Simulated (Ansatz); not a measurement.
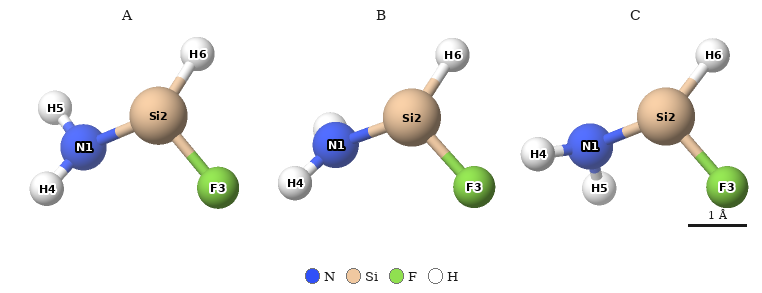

3 geometries from a converged minimum-energy path of SiNH$_{3}$F (multiplicity 2), shuffled. Style: ball-and-stick. Shown from a free direction.

These are results of UKS PBE/def2-SVP (Ansatz), not measurements. Set-up: 5 movable images; climbing image; force threshold 0.03 eV/Å; iteration limit 60; starting path by image-dependent pair potential.

> Which of them lies highest in energy?

C. In order along the path, whose images run from 0 to 6: C (image 3, +0.074 eV), B (image 5, +0.019 eV), A (image 6, 0.000 eV). The motion is a rotation about the N1–Si2 bond. No bond forms or breaks between the ends. Among the angles between lasting bonds that change up to the highest image: N1–Si2–H6 104.6° → 111.4°, F3–Si2–H6 109.4° → 104.1°.
